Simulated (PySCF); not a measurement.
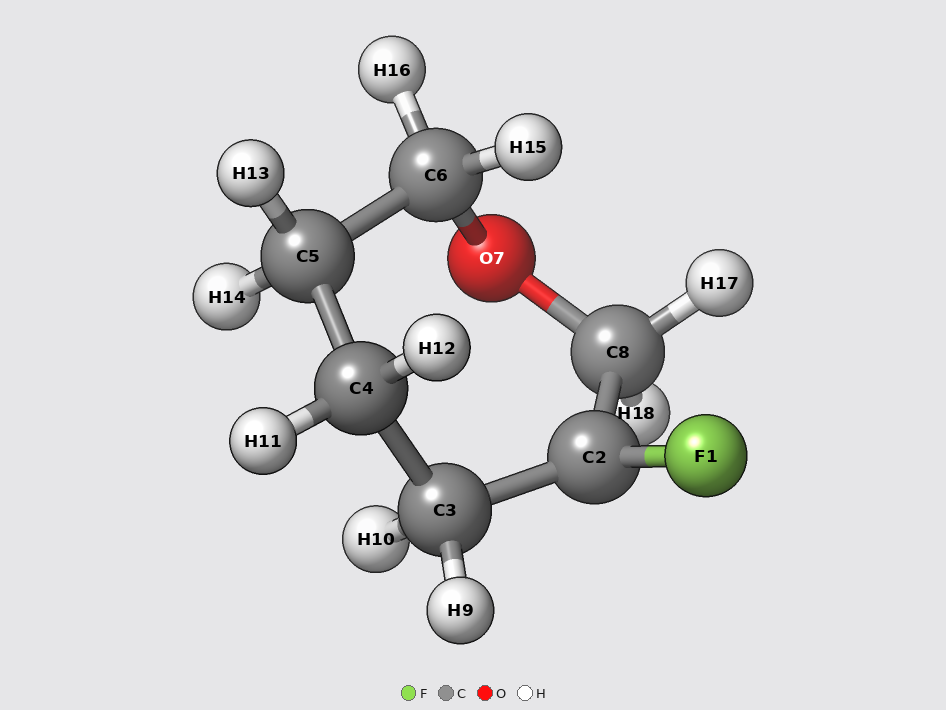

Charge 0, doublet. Computed geometry: GFN2-xTB optimisation. No frequency run is at hand to confirm it as a minimum. Computed with UKS B3LYP, pcH-1 on C F H O, non-relativistic (PySCF 2.14.0). Fermi-contact and spin-dipolar terms alone, no spin-orbit part.

Which nucleus has the largest dipolar (anisotropic) hyperfine coupling?

Answer. 19F at F1: principal values −246.5, −208.8, 455.3 MHz.

List the isotropic and dipolar parts for the most strongly coupled nuclei, one of each equivalent set.

```csv
atom,isotope,a_iso (MHz),dipolar part (MHz)
F1,19F,175.0,"−246.5, −208.8, 455.3"
C2,13C,158.7,"−84.0, −81.4, 165.4"
O7,17O,−26.4,"−14.2, 6.5, 7.8"
C4,13C,65.6,"−6.1, −5.8, 11.9"
H9,1H,41.2,"−5.2, −4.8, 10.0"
H10,1H,17.7,"−5.5, −4.5, 10.0"
H18,1H,90.9,"−6.6, −3.2, 9.8"
H17,1H,25.8,"−5.4, −4.2, 9.6"
```
